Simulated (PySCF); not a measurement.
**C3H9NS, SMILES `NCCCS`: what the electrons do**

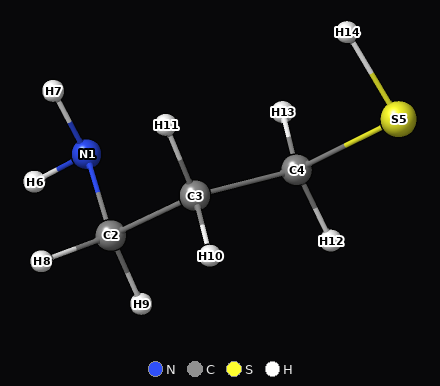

The molecule, with its atoms numbered as below. No frequency check shows the geometry to be a minimum.

Geometry (Å), atoms numbered from 1:

```
N1       2.3441    0.7952   -0.1186
C2       1.8896   -0.5579    0.1608
C3       0.4347   -0.7235   -0.2794
C4      -0.4712    0.2265    0.4857
S5      -2.2160    0.0905   -0.0338
H6       3.2873    0.9317    0.2265
H7       2.3542    0.9615   -1.1200
H8       2.4989   -1.3333   -0.3347
H9       1.9626   -0.7136    1.2408
H10      0.1181   -1.7543   -0.1106
H11      0.3584   -0.5175   -1.3507
H12     -0.4768   -0.0143    1.5480
H13     -0.1481    1.2581    0.3561
H14     -2.0254    0.4967   -1.2875
```

Part 1: Removing or adding an electron

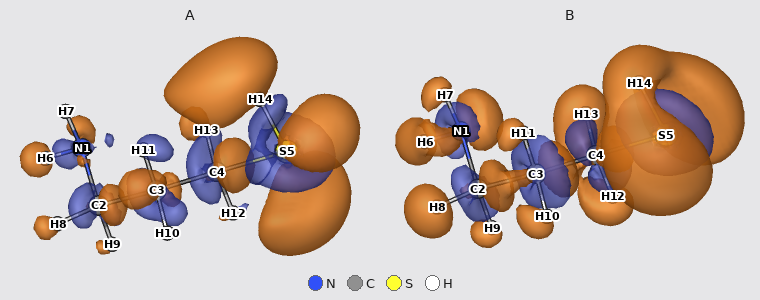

The two Fukui functions at ±0.015 e/Å³ (orange positive, blue negative).

PySCF calculation, ωB97X/6-311G**, gas phase; geometry: GFN2-xTB.

Question: Which panel is f⁻ (electron removed) and which f⁺ (electron added)?

Answer: A is f⁺, B is f⁻. f⁻ (Hirshfeld-condensed) is largest on S5 (0.53); the vertical ionisation energy is 8.93 eV (the stability of the cation's solution wasn't checked). f⁺ (Hirshfeld-condensed) is largest on S5 (0.34); the vertical electron affinity is −2.69 eV (the stability of the anion's solution wasn't checked; negative, but this basis has no diffuse functions, so it doesn't show that the anion is unbound).

Question: What chemical potential and hardness follow from the two energies?

Answer: μ = −(I + A)/2 = −3.12 eV and η = I − A = 11.62 eV.

Part 2: Localised orbitals

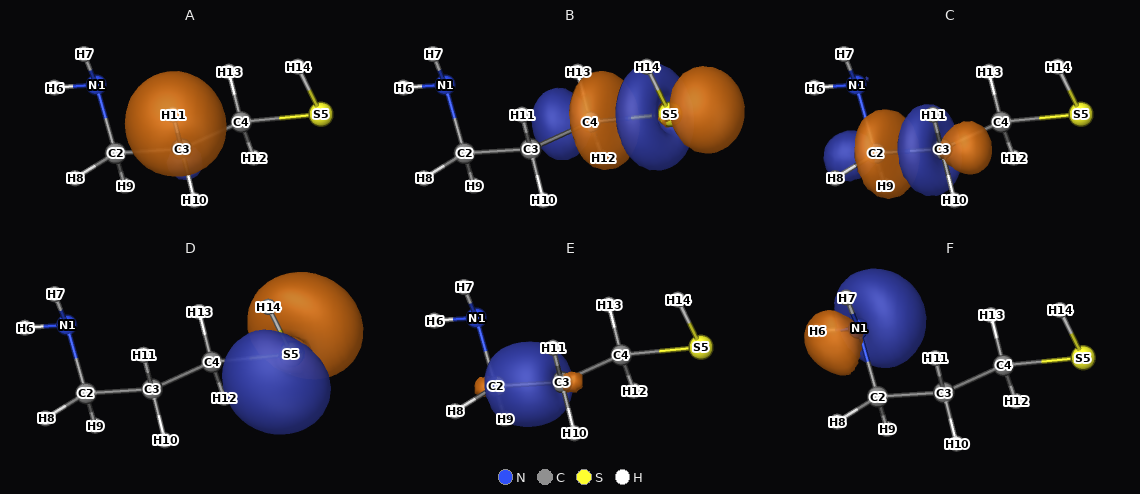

Intrinsic bond orbitals (IBO), occupied and valence-virtual; each surface holds about 80 % of the orbital's density. Energies are diagonal elements of the Fock matrix.

Computed with PySCF, TPSS/def2-SVP, geometry: GFN2-xTB.

Question: What does each orbital represent in a Lewis picture?

Answer: By panel:
- A: σ bond C3–H11 (C3 55 %, H11 44 %; −11.8 eV)
- B: σ* orbital C4–S5 (C4 51 %, S5 48 %; 3.2 eV)
- C: σ* orbital C3–C2 (C3 49 %, C2 49 %; 9.1 eV)
- D: lone pair on S5 (p-type) (S5 99 %; −5.6 eV)
- E: σ bond C2–C3 (C2 50 %, C3 49 %; −12.8 eV)
- F: lone pair on N1 (sp4.3-type) (N1 98 %; −6.4 eV)

Part 3: Stretching a bond

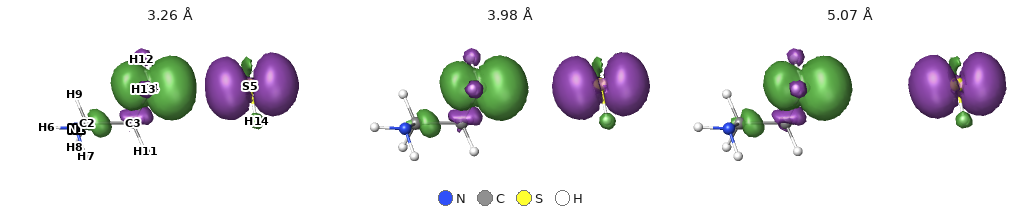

Rigid stretch of the C4–S5 bond. Broken-symmetry UHF spin density at ±0.03 e/Å³ (purple: α, green: β).

Level of theory: 6-31G* basis (PySCF), at a geometry from GFN2-xTB.

Question: How does the broken-symmetry solution share the spin, and how far is it from a pure singlet?

Answer: At 5.07 Å excess α spin lies mostly on S5 and excess β on C4; the two could be swapped at no cost. ⟨S²⟩ is 0.96 at 3.26 Å, 1.01 at 3.98 Å and 1.02 at 5.07 Å, against 0 for a pure singlet and 1 for an equal mix of singlet and triplet.

Question: Where does the UHF solution part from RHF?

Answer: Between 2.17 Å (⟨S²⟩ = 0, the two coincide) and 2.44 Å (⟨S²⟩ = 0.39); at 5.07 Å ⟨S²⟩ is 1.02 and UHF lies 4.4 eV below RHF.

Question: How much energy does the stretch cost?

Answer: By CASSCF, 2.9 eV from the lowest point of the scan (1.81 Å) to 5.07 Å; RHF gives 6.7 eV from its own lowest point. The fragments aren't relaxed and dynamic correlation is missing, so this isn't a bond dissociation energy.

The PySCF runs shown took 2.1 min, 32 s and 3.6 min on 1 thread of Intel(R) Xeon(R) Platinum 8259CL CPU @ 2.50GHz (Skylake/Cascade Lake) (shared host).
